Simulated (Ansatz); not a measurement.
## Si2H8SO: geometry relaxation (part 4 of 5)

The same run, continued: Si2H8SO; RKS PBE0-D4/def2-TZVP (Ansatz 0.2.0). The geometry is a transition state displaced along its imaginary mode. The reaction was set up to form Si1–S8 and H2–H7 and to break Si1–H2 and H7–S8 (atoms counted from 1 in the order of the input); sticks are drawn by distance alone.

Geometry of the input (Å):
```
Si 0.8789  0.6398  0.1119
H  0.9706  -0.8892  -1.0553
O  -0.7099  0.5094  -0.4933
Si -2.2460  -0.0250  -0.2710
H  0.4991  0.2707  1.5459
H  1.3182  1.8770  -0.4629
H  1.5064  -0.7794  -0.6208
S  3.0814  0.0461  0.5255
H  -2.5336  -0.1627  1.1723
H  -2.4072  -1.3689  -0.9448
H  -3.2192  0.9271  -0.8619
H  2.8611  -1.0451  1.3543
```

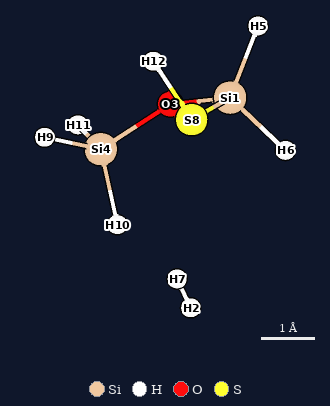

Figure 1. The geometry at step 67 of the log (ball-and-stick view, seen at a tilt; atoms are numbered from 1 in the order of the input).

Trajectory as extended XYZ, continued
```
12
Properties=species:S:1:pos:R:3:forces:R:3 step=52 energy=-28759.47748
Si    0.8395    1.3333    0.6617   -0.0163   0.0169   0.0323
H     1.2485   -2.0116   -2.7544   -0.0004   0.0012   0.0074
O    -0.7334    1.0781    0.3198    0.0037  -0.0117   0.0138
Si   -1.8268   -0.0887   -0.0519   -0.0086   0.0105  -0.0243
H     0.9125    2.1027    1.9261   -0.0198  -0.0043  -0.0269
H     1.4849    2.0590   -0.4560    0.0184  -0.0205   0.0099
H     1.2706   -1.8572   -2.0238    0.0032   0.0006  -0.0051
S     1.9485   -0.4794    0.8555   -0.0323  -0.0348   0.0122
H    -2.0522   -0.9682    1.1251    0.0092   0.0046  -0.0064
H    -1.3524   -0.9107   -1.1938   -0.0037   0.0102   0.0119
H    -3.0944    0.5907   -0.4147    0.0115  -0.0097   0.0113
H     1.3546   -0.8481    2.0062    0.0350   0.0371  -0.0361
12
Properties=species:S:1:pos:R:3:forces:R:3 step=53 energy=-28759.47939
Si    0.8368    1.3229    0.6585   -0.0030  -0.0046  -0.0382
H     1.2621   -1.9942   -2.7458    0.0006   0.0088   0.0448
O    -0.7394    1.0779    0.3241   -0.0038   0.0080   0.0096
Si   -1.8330   -0.0853   -0.0581   -0.0003  -0.0083   0.0043
H     0.9157    2.1124    1.9091    0.0040  -0.0194  -0.0078
H     1.4924    2.0201   -0.4713   -0.0053   0.0065   0.0051
H     1.2769   -1.8539   -2.0111    0.0014  -0.0078  -0.0438
S     1.9265   -0.5012    0.8553   -0.0574  -0.0168   0.1215
H    -2.0309   -0.9950    1.1014    0.0041   0.0081  -0.0162
H    -1.3733   -0.8770   -1.2273   -0.0089   0.0151   0.0080
H    -3.1113    0.5950   -0.3791    0.0144  -0.0087   0.0035
H     1.3775   -0.8218    2.0444    0.0542   0.0193  -0.0908
12
Properties=species:S:1:pos:R:3:forces:R:3 step=55 energy=-28759.48148
Si    0.8366    1.3003    0.6384    0.0189  -0.0070  -0.0096
H     1.2904   -1.9517   -2.7218   -0.0013   0.0140   0.0872
O    -0.7494    1.0749    0.3377    0.0117   0.0094  -0.0048
Si   -1.8418   -0.0813   -0.0690   -0.0308  -0.0573  -0.0074
H     0.9454    2.1311    1.8587    0.0068  -0.0052  -0.0057
H     1.4953    1.9419   -0.5230   -0.0230  -0.0033   0.0043
H     1.2866   -1.8459   -1.9800    0.0027  -0.0134  -0.0861
S     1.8952   -0.5350    0.8995   -0.0419   0.0081   0.0815
H    -1.9675   -1.0718    1.0374    0.0009   0.0499  -0.0689
H    -1.4264   -0.7832   -1.3143   -0.0243   0.0364   0.0634
H    -3.1457    0.5976   -0.2843    0.0515  -0.0333   0.0120
H     1.3813   -0.7769    2.1207    0.0289   0.0015  -0.0659
12
Properties=species:S:1:pos:R:3:forces:R:3 step=56 energy=-28759.48245
Si    0.8386    1.2969    0.6342    0.0057   0.0032  -0.0067
H     1.2955   -1.9389   -2.7106   -0.0015   0.0072   0.0448
O    -0.7498    1.0741    0.3431    0.0097   0.0040   0.0017
Si   -1.8409   -0.0810   -0.0712   -0.0312  -0.0463  -0.0085
H     0.9556    2.1443    1.8429    0.0039  -0.0105  -0.0120
H     1.4925    1.9214   -0.5394   -0.0120  -0.0083   0.0101
H     1.2890   -1.8436   -1.9686    0.0030  -0.0065  -0.0439
S     1.8894   -0.5397    0.9138   -0.0110   0.0110   0.0193
H    -1.9485   -1.0929    1.0160    0.0033   0.0408  -0.0521
H    -1.4378   -0.7570   -1.3340   -0.0197   0.0324   0.0537
H    -3.1509    0.5939   -0.2560    0.0450  -0.0270   0.0058
H     1.3671   -0.7774    2.1298    0.0048   0.0001  -0.0123
12
Properties=species:S:1:pos:R:3:forces:R:3 step=58 energy=-28759.48404
Si    0.8427    1.2707    0.6120   -0.0095   0.0244  -0.0143
H     1.3202   -1.8747   -2.6669   -0.0017   0.0019  -0.0045
O    -0.7561    1.0655    0.3628    0.0177  -0.0121   0.0151
Si   -1.8500   -0.0777   -0.0793   -0.0249  -0.0184  -0.0143
H     0.9981    2.1783    1.7726   -0.0033  -0.0255  -0.0217
H     1.4836    1.8229   -0.6052   -0.0020  -0.0173   0.0231
H     1.3236   -1.8268   -1.9218    0.0010  -0.0009   0.0047
S     1.8621   -0.5710    0.9624    0.0119   0.0179  -0.0212
H    -1.8871   -1.1695    0.9305    0.0019   0.0313  -0.0310
H    -1.5018   -0.6487   -1.4081   -0.0147   0.0215   0.0464
H    -3.1768    0.5851   -0.1460    0.0363  -0.0233  -0.0027
H     1.3414   -0.7541    2.1869   -0.0127   0.0006   0.0205
12
Properties=species:S:1:pos:R:3:forces:R:3 step=59 energy=-28759.48428
Si    0.8438    1.2656    0.6059    0.0017   0.0109   0.0072
H     1.3197   -1.8589   -2.6588   -0.0017   0.0027   0.0135
O    -0.7569    1.0624    0.3667    0.0250  -0.0166   0.0090
Si   -1.8519   -0.0778   -0.0809   -0.0259  -0.0209  -0.0197
H     1.0067    2.1785    1.7607   -0.0098  -0.0050  -0.0273
H     1.4843    1.8025   -0.6182   -0.0081  -0.0083   0.0211
H     1.3290   -1.8239   -1.9125    0.0006  -0.0014  -0.0129
S     1.8644   -0.5716    0.9750   -0.0082   0.0038  -0.0080
H    -1.8768   -1.1837    0.9139    0.0008   0.0349  -0.0306
H    -1.5145   -0.6291   -1.4207   -0.0110   0.0189   0.0461
H    -3.1811    0.5818   -0.1285    0.0356  -0.0211   0.0013
H     1.3333   -0.7460    2.1973    0.0009   0.0019   0.0003
12
Properties=species:S:1:pos:R:3:forces:R:3 step=61 energy=-28759.48490
Si    0.8523    1.2491    0.5948   -0.0283   0.0077   0.0146
H     1.2878   -1.7959   -2.6269    0.0031  -0.0001   0.0764
O    -0.7515    1.0458    0.3791    0.0054  -0.0228  -0.0101
Si   -1.8487   -0.0835   -0.0914    0.0115   0.0065   0.0044
H     1.0216    2.2036    1.7120    0.0076   0.0007   0.0094
H     1.4871    1.7453   -0.6479    0.0044  -0.0129  -0.0060
H     1.3285   -1.8099   -1.8792   -0.0040   0.0016  -0.0763
S     1.8634   -0.5822    1.0118   -0.0026  -0.0025   0.0170
H    -1.8479   -1.2245    0.8591   -0.0006   0.0012  -0.0009
H    -1.5339   -0.5796   -1.4548    0.0045  -0.0016  -0.0040
H    -3.1807    0.5655   -0.0905   -0.0099   0.0082   0.0026
H     1.3220   -0.7339    2.2339    0.0089   0.0139  -0.0271
12
Properties=species:S:1:pos:R:3:forces:R:3 step=63 energy=-28759.48539
Si    0.8554    1.2336    0.5891    0.0034   0.0093  -0.0043
H     1.2619   -1.7472   -2.6050    0.0028  -0.0007   0.0390
O    -0.7497    1.0309    0.3844    0.0120  -0.0197  -0.0045
Si   -1.8494   -0.0892   -0.1019    0.0019   0.0128   0.0060
H     1.0343    2.2105    1.6865   -0.0014  -0.0069  -0.0088
H     1.4890    1.6953   -0.6684   -0.0086   0.0020   0.0060
H     1.3228   -1.7922   -1.8609   -0.0031   0.0020  -0.0387
S     1.8671   -0.5893    1.0390   -0.0101   0.0044   0.0156
H    -1.8386   -1.2509    0.8231   -0.0022   0.0014  -0.0036
H    -1.5436   -0.5539   -1.4790   -0.0023   0.0015   0.0037
H    -3.1819    0.5597   -0.0740    0.0006  -0.0028  -0.0028
H     1.3326   -0.7074    2.2671    0.0070  -0.0031  -0.0076
12
Properties=species:S:1:pos:R:3:forces:R:3 step=64 energy=-28759.48557
Si    0.8600    1.2181    0.5820    0.0202   0.0174  -0.0044
H     1.2385   -1.6986   -2.5829    0.0062  -0.0041   0.0595
O    -0.7465    1.0159    0.3890    0.0076  -0.0262  -0.0058
Si   -1.8498   -0.0947   -0.1111   -0.0043   0.0133   0.0014
H     1.0465    2.2172    1.6589   -0.0059  -0.0154  -0.0200
H     1.4891    1.6516   -0.6886   -0.0129  -0.0007   0.0181
H     1.3167   -1.7742   -1.8424   -0.0059   0.0050  -0.0589
S     1.8708   -0.5968    1.0662   -0.0149   0.0097   0.0159
H    -1.8319   -1.2755    0.7900   -0.0024   0.0099  -0.0090
H    -1.5542   -0.5308   -1.5005   -0.0047   0.0048   0.0162
H    -3.1823    0.5543   -0.0604    0.0096  -0.0098  -0.0025
H     1.3431   -0.6865    2.2997    0.0075  -0.0040  -0.0106
12
Properties=species:S:1:pos:R:3:forces:R:3 step=66 energy=-28759.48590
Si    0.8662    1.2000    0.5707   -0.0005   0.0072   0.0125
H     1.2215   -1.6309   -2.5550    0.0097  -0.0110   0.0692
O    -0.7416    0.9984    0.3897   -0.0005  -0.0271  -0.0102
Si   -1.8540   -0.0996   -0.1178   -0.0007   0.0114   0.0042
H     1.0585    2.2168    1.6282   -0.0025   0.0025  -0.0083
H     1.4879    1.6100   -0.7104   -0.0001  -0.0051   0.0089
H     1.3201   -1.7609   -1.8242   -0.0092   0.0120  -0.0692
S     1.8750   -0.6061    1.0892   -0.0047  -0.0027   0.0093
H    -1.8383   -1.2918    0.7676    0.0006   0.0062  -0.0039
H    -1.5681   -0.5197   -1.5136   -0.0020   0.0028   0.0072
H    -3.1832    0.5540   -0.0528    0.0051  -0.0021  -0.0006
H     1.3561   -0.6703    2.3283    0.0050   0.0059  -0.0192
12
Properties=species:S:1:pos:R:3:forces:R:3 step=67 energy=-28759.48593
Si    0.8702    1.1856    0.5654   -0.0003   0.0050  -0.0203
H     1.2121   -1.5798   -2.5349    0.0195  -0.0281   0.1224
O    -0.7384    0.9849    0.3902   -0.0023  -0.0271  -0.0033
Si   -1.8578   -0.1034   -0.1216    0.0024   0.0112   0.0027
H     1.0650    2.2213    1.6036    0.0026  -0.0062   0.0060
H     1.4896    1.5748   -0.7230    0.0011   0.0002   0.0015
H     1.3233   -1.7500   -1.8126   -0.0191   0.0291  -0.1231
S     1.8784   -0.6153    1.1029   -0.0175   0.0147   0.0310
H    -1.8448   -1.3026    0.7540    0.0010   0.0038  -0.0013
H    -1.5792   -0.5134   -1.5216    0.0005   0.0005   0.0025
H    -3.1839    0.5551   -0.0482    0.0016   0.0015   0.0029
H     1.3654   -0.6573    2.3456    0.0106  -0.0047  -0.0209
12
Properties=species:S:1:pos:R:3:forces:R:3 step=69 energy=-28759.48626
Si    0.8730    1.1864    0.5695   -0.0010   0.0213  -0.0014
H     1.2119   -1.5877   -2.5549    0.0077  -0.0115   0.0532
O    -0.7322    0.9735    0.3846    0.0076  -0.0005   0.0000
Si   -1.8611   -0.1047   -0.1231   -0.0023  -0.0119  -0.0055
H     1.0543    2.2235    1.6091   -0.0025  -0.0025  -0.0025
H     1.4980    1.5805   -0.7152   -0.0021  -0.0087   0.0074
H     1.3203   -1.7641   -1.8359   -0.0074   0.0142  -0.0497
S     1.8913   -0.6030    1.1215   -0.0054  -0.0119   0.0196
H    -1.8529   -1.3042    0.7527   -0.0011   0.0065  -0.0060
H    -1.5904   -0.5162   -1.5246   -0.0020   0.0011   0.0079
H    -3.1821    0.5634   -0.0444    0.0000   0.0002   0.0023
H     1.3701   -0.6475    2.3607    0.0084   0.0038  -0.0253
12
Properties=species:S:1:pos:R:3:forces:R:3 step=70 energy=-28759.47705 accepted=F
Si    0.8780    1.1976    0.5755   -0.1121  -0.3391  -0.0722
H     1.2110   -1.5831   -2.5494   -0.0067   0.0116  -0.0430
O    -0.7272    0.9682    0.3834   -0.0185  -0.0350  -0.0192
Si   -1.8640   -0.1092   -0.1262    0.1456   0.1751   0.0956
H     1.0479    2.2330    1.6130    0.0254   0.0433   0.0346
H     1.5049    1.5643   -0.7118    0.0265   0.0815  -0.0337
H     1.3202   -1.7616   -1.8339    0.0067  -0.0088   0.0459
S     1.8904   -0.6100    1.1228    0.1351   0.1841  -0.4739
H    -1.8589   -1.3050    0.7471    0.0036  -0.0596   0.0383
H    -1.5937   -0.5185   -1.5239   -0.0002  -0.0133  -0.0636
H    -3.1812    0.5636   -0.0386   -0.0114   0.0083  -0.0139
H     1.3725   -0.6394    2.3418   -0.1939  -0.0480   0.5049
12
Properties=species:S:1:pos:R:3:forces:R:3 step=72 energy=-28759.48658
Si    0.8790    1.1695    0.5546   -0.0026  -0.0227   0.0133
H     1.2147   -1.5326   -2.5145    0.0024  -0.0040   0.0193
O    -0.7265    0.9570    0.3754   -0.0105  -0.0034  -0.0062
Si   -1.8685   -0.1092   -0.1288    0.0060   0.0141   0.0056
H     1.0634    2.2191    1.5804    0.0021   0.0039   0.0000
H     1.5026    1.5419   -0.7360    0.0062   0.0026  -0.0063
H     1.3239   -1.7300   -1.8021   -0.0029   0.0052  -0.0188
S     1.8932   -0.6167    1.1302    0.0083   0.0107  -0.0278
H    -1.8572   -1.3169    0.7339    0.0010  -0.0077   0.0054
H    -1.6178   -0.5080   -1.5368    0.0001  -0.0009  -0.0070
H    -3.1844    0.5658   -0.0264    0.0016   0.0004   0.0001
H     1.3776   -0.6400    2.3702   -0.0116   0.0019   0.0224
12
Properties=species:S:1:pos:R:3:forces:R:3 step=73 energy=-28759.48667
Si    0.8848    1.1517    0.5419    0.0184  -0.0166   0.0054
H     1.2117   -1.4748   -2.4798    0.0017  -0.0047   0.0148
O    -0.7209    0.9403    0.3665   -0.0063  -0.0003  -0.0061
Si   -1.8744   -0.1147   -0.1341   -0.0011   0.0133   0.0043
H     1.0722    2.2156    1.5531   -0.0024  -0.0019  -0.0066
H     1.5106    1.5033   -0.7538   -0.0028   0.0082  -0.0024
H     1.3257   -1.7030   -1.7775   -0.0029   0.0041  -0.0169
S     1.8986   -0.6261    1.1428   -0.0105   0.0154  -0.0051
H    -1.8603   -1.3296    0.7184    0.0005  -0.0068   0.0024
H    -1.6417   -0.5026   -1.5486   -0.0012   0.0012  -0.0004
H    -3.1852    0.5679   -0.0108    0.0070  -0.0055  -0.0021
H     1.3789   -0.6282    2.3819   -0.0003  -0.0064   0.0127
12
Properties=species:S:1:pos:R:3:forces:R:3 step=75 energy=-28759.48677
Si    0.8872    1.1516    0.5438    0.0036   0.0026   0.0005
H     1.2014   -1.4700   -2.4848    0.0006  -0.0023   0.0077
O    -0.7179    0.9385    0.3644   -0.0061   0.0017  -0.0048
Si   -1.8715   -0.1161   -0.1354   -0.0010  -0.0015  -0.0008
H     1.0699    2.2207    1.5502    0.0003  -0.0043  -0.0008
H     1.5153    1.5020   -0.7516   -0.0006  -0.0028   0.0031
H     1.3192   -1.7078   -1.7866   -0.0012   0.0022  -0.0080
S     1.8987   -0.6236    1.1535   -0.0017   0.0012   0.0066
H    -1.8560   -1.3329    0.7154    0.0010   0.0015  -0.0012
H    -1.6413   -0.5025   -1.5510    0.0000   0.0022   0.0032
H    -3.1825    0.5651   -0.0105    0.0030  -0.0020   0.0011
H     1.3774   -0.6251    2.3926    0.0019   0.0016  -0.0067
12
Properties=species:S:1:pos:R:3:forces:R:3 step=76 energy=-28759.48681
Si    0.8888    1.1486    0.5421    0.0064   0.0012   0.0045
H     1.1960   -1.4596   -2.4814   -0.0013   0.0015  -0.0032
O    -0.7161    0.9358    0.3611   -0.0029   0.0033  -0.0046
Si   -1.8714   -0.1174   -0.1374   -0.0002  -0.0046   0.0002
H     1.0710    2.2198    1.5462   -0.0019   0.0011  -0.0028
H     1.5193    1.4938   -0.7533   -0.0017  -0.0002   0.0020
H     1.3166   -1.7059   -1.7870    0.0008  -0.0016   0.0035
S     1.8999   -0.6233    1.1610   -0.0035  -0.0033   0.0047
H    -1.8525   -1.3366    0.7100    0.0008   0.0013  -0.0016
H    -1.6458   -0.4997   -1.5548   -0.0007   0.0018   0.0019
H    -3.1820    0.5630   -0.0059    0.0014  -0.0008   0.0008
H     1.3763   -0.6186    2.3992    0.0027   0.0003  -0.0054
12
Properties=species:S:1:pos:R:3:forces:R:3 step=78 energy=-28759.48688
Si    0.9010    1.1302    0.5331    0.0050  -0.0086  -0.0038
H     1.1549   -1.3879   -2.4495    0.0113  -0.0252   0.0547
O    -0.7022    0.9168    0.3398    0.0014   0.0089  -0.0017
Si   -1.8683   -0.1270   -0.1513    0.0001  -0.0134   0.0002
H     1.0744    2.2251    1.5126    0.0003   0.0024   0.0006
H     1.5454    1.4425   -0.7639   -0.0019   0.0027   0.0031
H     1.3000   -1.6929   -1.7817   -0.0113   0.0242  -0.0526
S     1.9024   -0.6278    1.2059   -0.0089   0.0050   0.0066
H    -1.8275   -1.3635    0.6705   -0.0006   0.0064  -0.0074
H    -1.6764   -0.4790   -1.5817   -0.0030   0.0024   0.0069
H    -3.1763    0.5485    0.0254    0.0035  -0.0018   0.0003
H     1.3725   -0.5851    2.4407    0.0042  -0.0030  -0.0069
12
Properties=species:S:1:pos:R:3:forces:R:3 step=79 energy=-28759.48695
Si    0.8988    1.1342    0.5343    0.0036  -0.0057   0.0019
H     1.1600   -1.4019   -2.4521    0.0041  -0.0099   0.0219
O    -0.7047    0.9210    0.3431    0.0009   0.0076  -0.0029
Si   -1.8682   -0.1251   -0.1495   -0.0005  -0.0091   0.0006
H     1.0740    2.2240    1.5192   -0.0008   0.0033  -0.0001
H     1.5409    1.4538   -0.7620   -0.0011   0.0011   0.0013
H     1.3032   -1.6972   -1.7806   -0.0043   0.0092  -0.0203
S     1.9016   -0.6266    1.1969   -0.0046   0.0005   0.0035
H    -1.8293   -1.3597    0.6748    0.0004   0.0031  -0.0040
H    -1.6718   -0.4803   -1.5782   -0.0015   0.0016   0.0025
H    -3.1772    0.5497    0.0215    0.0014  -0.0007   0.0009
H     1.3727   -0.5920    2.4322    0.0026  -0.0010  -0.0052
12
Properties=species:S:1:pos:R:3:forces:R:3 step=81 energy=-28759.48721
Si    0.9043    1.1373    0.5292   -0.0070   0.0048   0.0212
H     1.1134   -1.4032   -2.4029   -0.0056   0.0080  -0.0227
O    -0.6979    0.9236    0.3270    0.0023  -0.0014  -0.0069
Si   -1.8576   -0.1269   -0.1657   -0.0180   0.0032  -0.0011
H     1.0723    2.2280    1.5149   -0.0010  -0.0015  -0.0023
H     1.5546    1.4591   -0.7621    0.0039  -0.0067  -0.0024
H     1.2884   -1.7069   -1.7443    0.0043  -0.0089   0.0215
S     1.9010   -0.6235    1.2011    0.0103  -0.0043  -0.0093
H    -1.7796   -1.3845    0.6204    0.0009   0.0070  -0.0057
H    -1.6929   -0.4370   -1.6093   -0.0017   0.0035   0.0103
H    -3.1721    0.5237    0.0580    0.0161  -0.0114  -0.0030
H     1.3660   -0.5899    2.4335   -0.0045   0.0075   0.0003
12
Properties=species:S:1:pos:R:3:forces:R:3 step=83 energy=-28759.48749
Si    0.9099    1.1381    0.5295   -0.0034   0.0024   0.0023
H     1.0736   -1.4074   -2.3789    0.0004  -0.0022  -0.0006
O    -0.6907    0.9229    0.3147    0.0059  -0.0077  -0.0025
Si   -1.8480   -0.1295   -0.1796   -0.0301  -0.0071  -0.0064
H     1.0691    2.2339    1.5111   -0.0004  -0.0048  -0.0016
H     1.5705    1.4528   -0.7584    0.0007   0.0006  -0.0014
H     1.2642   -1.7067   -1.7218   -0.0018   0.0009  -0.0003
S     1.9045   -0.6187    1.2145    0.0019   0.0043  -0.0011
H    -1.7405   -1.4055    0.5748    0.0001   0.0239  -0.0153
H    -1.7083   -0.4031   -1.6342   -0.0030   0.0071   0.0286
H    -3.1662    0.5002    0.0848    0.0318  -0.0175  -0.0061
H     1.3619   -0.5773    2.4432   -0.0020  -0.0001   0.0045
```
